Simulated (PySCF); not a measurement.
## Si2PNH8S: one change and its effect

System: Si2PNH8S, SMILES N[SiH2]S[SiH2]P.
Method of run A: GIAO PBE0/pcSseg-1 NMR shielding, non-relativistic, gas phase (PySCF 2.14.0).

The geometry comes from this level: PBE0-D3(BJ)/def2-SVP. Text and figures count atoms from 1; the logs count them from 0 in places.

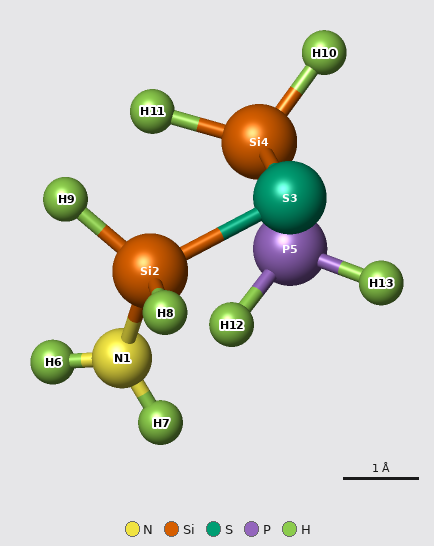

Fig. 1: The structure (ball-and-stick view, seen at a tilt; atoms are numbered from 1 in the order of the input). Bond lengths as drawn: H–N 1.01 Å, H–P 1.43 Å, H–Si 1.49 to 1.50 Å, N–Si 1.72 Å, P–Si 2.26 Å and S–Si 2.15 to 2.16 Å.

### The input, run A
```
{"job": {"kind": "nmr", "xc": "PBE0", "basis": "pcSseg-1", "pop": false}, "charge": 0, "multiplicity": 1}
N      1.592187     0.461328    -0.805925
Si     1.633872    -0.420197     0.675002
S     -0.129646    -0.097585     1.865252
Si    -1.620672    -0.685309     0.423860
P     -2.292685     0.928831    -1.005570
H      1.848630     0.023724    -1.682096
H      1.662576     1.471288    -0.842068
H      2.731968    -0.032623     1.609408
H      1.766638    -1.850834     0.275113
H     -2.801157    -1.134742     1.217272
H     -1.104270    -1.826810    -0.392420
H     -0.942678     1.223268    -1.365141
H     -2.336500     1.926566     0.016010
```

The first line tells a small driver script what to run in PySCF; the rest is the geometry in Å.

Command:
```bash
OMP_NUM_THREADS=1 python <driver script> task.json out
```

Hardware: 1 CPU thread, shared host.

### Output (run A)
```
coarse grid: 12520 points
cycle   1  E = -1377.4627973967  dE =  1.215e-01  |g| = 4.358e-01  |ddm| = 3.250e+00
cycle   2  E = -1377.4403857685  dE =  2.241e-02  |g| = 5.476e-01  |ddm| = 9.228e-01
cycle   3  E = -1377.5068552172  dE = -6.647e-02  |g| = 5.241e-02  |ddm| = 5.342e-01
cycle   4  E = -1377.5074051616  dE = -5.499e-04  |g| = 2.539e-02  |ddm| = 8.439e-02
cycle   5  E = -1377.5075608896  dE = -1.557e-04  |g| = 3.900e-03  |ddm| = 3.321e-02
cycle   6  E = -1377.5075647672  dE = -3.878e-06  |g| = 1.560e-03  |ddm| = 7.852e-03
final grid: 101496 points
cycle   7  E = -1377.5349822040  dE = -1.838e-05  |g| = 6.643e-03  |ddm| = 2.375e-02
cycle   8  E = -1377.5349737596  dE =  8.444e-06  |g| = 9.118e-03  |ddm| = 1.406e-02
cycle   9  E = -1377.5349916911  dE = -1.793e-05  |g| = 7.225e-04  |ddm| = 8.063e-03
cycle  10  E = -1377.5349918123  dE = -1.212e-07  |g| = 9.726e-05  |ddm| = 9.514e-04
cycle  11  E = -1377.5349918147  dE = -2.415e-09  |g| = 2.370e-05  |ddm| = 1.667e-04
cycle  12  E = -1377.5349918148  dE = -1.360e-10  |g| = 8.085e-06  |ddm| = 4.636e-05
converged SCF energy = -1377.5349918148

GIAO shielding tensors (ppm)
atom      isotropic    diamagn.    paramagn.     s11        s22        s33       span
  0 N      240.363     319.728     -79.365    210.949    252.196    257.944     46.995
  1 Si     373.934     878.583    -504.649    311.906    395.227    414.670    102.764
  2 S      709.135    1060.850    -351.714    604.786    720.716    801.904    197.118
  3 Si     369.917     879.928    -510.011    283.429    394.679    431.645    148.216
  4 P      545.357     967.868    -422.511    522.714    547.508    565.850     43.135
  5 H       30.392      31.211      -0.819     24.419     25.527     41.229     16.810
  6 H       31.049      31.443      -0.394     25.136     27.150     40.861     15.725
  7 H       25.757      27.479      -1.722     20.825     24.122     32.325     11.501
  8 H       26.141      28.858      -2.717     22.252     24.761     31.408      9.157
  9 H       26.158      28.416      -2.258     21.459     24.756     32.259     10.801
 10 H       26.252      29.781      -3.529     22.494     25.271     30.991      8.497
 11 H       28.684      31.699      -3.016     22.516     27.465     36.069     13.553
 12 H       29.365      30.490      -1.125     25.105     27.270     35.720     10.615
```

For run B the input was changed thus:
```diff
-"xc": "PBE0"
+"xc": "CAM-B3LYP"
```

Predict how the results change.

The total energies belong to different methods, so their difference says nothing on which is more stable or more accurate. The HOMO goes from −7.11 to −8.30 eV. The LUMO goes from −0.08 to 1.01 eV. Of all shieldings, the largest change is that of P5, by −13.4 ppm. The functional changes from PBE0 to CAM-B3LYP. The number of SCF iterations is the same.

### Output (run B)
```
coarse grid: 12520 points
cycle   1  E = -1378.0393671088  dE =  1.042e-01  |g| = 4.543e-01  |ddm| = 3.214e+00
cycle   2  E = -1378.0510318788  dE = -1.166e-02  |g| = 4.486e-01  |ddm| = 8.198e-01
cycle   3  E = -1378.0933276349  dE = -4.230e-02  |g| = 4.685e-02  |ddm| = 3.891e-01
cycle   4  E = -1378.0937725517  dE = -4.449e-04  |g| = 2.571e-02  |ddm| = 7.256e-02
cycle   5  E = -1378.0939303130  dE = -1.578e-04  |g| = 3.880e-03  |ddm| = 2.842e-02
cycle   6  E = -1378.0939349999  dE = -4.687e-06  |g| = 9.520e-04  |ddm| = 7.711e-03
final grid: 101496 points
cycle   7  E = -1378.1185861209  dE = -6.701e-06  |g| = 2.942e-03  |ddm| = 8.921e-03
cycle   8  E = -1378.1185857666  dE =  3.543e-07  |g| = 3.264e-03  |ddm| = 4.470e-03
cycle   9  E = -1378.1185878340  dE = -2.067e-06  |g| = 2.532e-04  |ddm| = 2.220e-03
cycle  10  E = -1378.1185878469  dE = -1.292e-08  |g| = 6.214e-05  |ddm| = 3.230e-04
cycle  11  E = -1378.1185878483  dE = -1.413e-09  |g| = 2.208e-05  |ddm| = 1.475e-04
cycle  12  E = -1378.1185878485  dE = -1.492e-10  |g| = 4.468e-06  |ddm| = 3.586e-05
converged SCF energy = -1378.1185878485

GIAO shielding tensors (ppm)
atom      isotropic    diamagn.    paramagn.     s11        s22        s33       span
  0 N      240.392     319.482     -79.090    209.792    252.101    259.283     49.492
  1 Si     366.491     878.483    -511.992    304.167    386.846    408.459    104.291
  2 S      704.453    1061.431    -356.978    594.691    723.568    795.099    200.408
  3 Si     360.458     879.784    -519.325    274.449    385.091    421.835    147.386
  4 P      531.991     967.949    -435.957    508.682    532.842    554.450     45.768
  5 H       30.481      31.392      -0.911     24.531     25.680     41.232     16.700
  6 H       31.141      31.659      -0.518     25.235     27.283     40.907     15.672
  7 H       26.000      27.702      -1.702     21.126     24.360     32.514     11.388
  8 H       26.372      29.198      -2.827     22.510     24.999     31.606      9.095
  9 H       26.393      28.423      -2.030     21.749     24.969     32.461     10.712
 10 H       26.502      30.131      -3.629     22.806     25.502     31.196      8.390
 11 H       28.878      32.531      -3.654     22.840     27.670     36.123     13.283
 12 H       29.557      30.921      -1.363     25.398     27.490     35.783     10.385
```

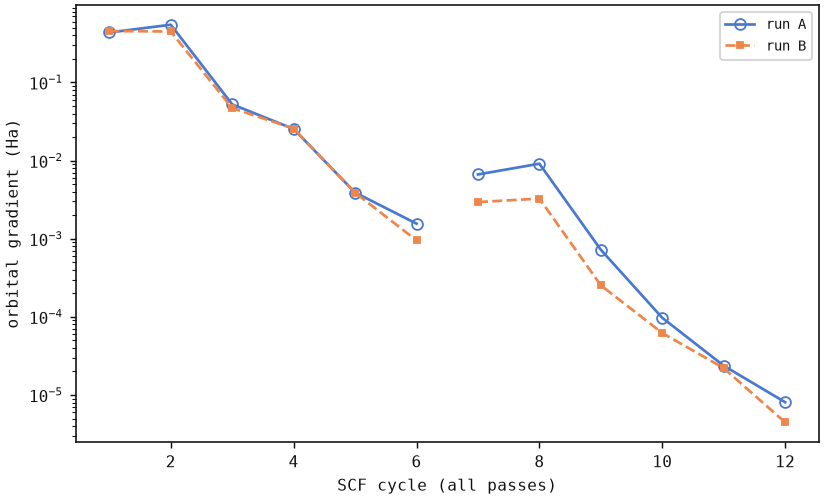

Fig. 2: Convergence of the two runs: orbital gradient against the SCF cycle. A break in a curve parts two SCF passes (coarse and final grid). Run A takes 12 cycles in all, and run B takes 12.

### The two runs side by side

```tsv
quantity	run A	run B
outcome	converged	converged
total energy (hartree)	−1377.534992	−1378.118588
HOMO (eV)	−7.11	−8.30
LUMO (eV)	−0.08	1.01
dipole moment (D)	2.63	2.60
shielding of Si2 (ppm)	373.9	366.5
shielding of S3 (ppm)	709.1	704.5
shielding of Si4 (ppm)	369.9	360.5
shielding of P5 (ppm)	545.4	532.0
shielding of H8 (ppm)	25.8	26.0
shielding of H10 (ppm)	26.2	26.4
shielding of H11 (ppm)	26.3	26.5
SCF iterations	12	12
basis functions	153	153
wall time (shared host)	15 s	22 s
```
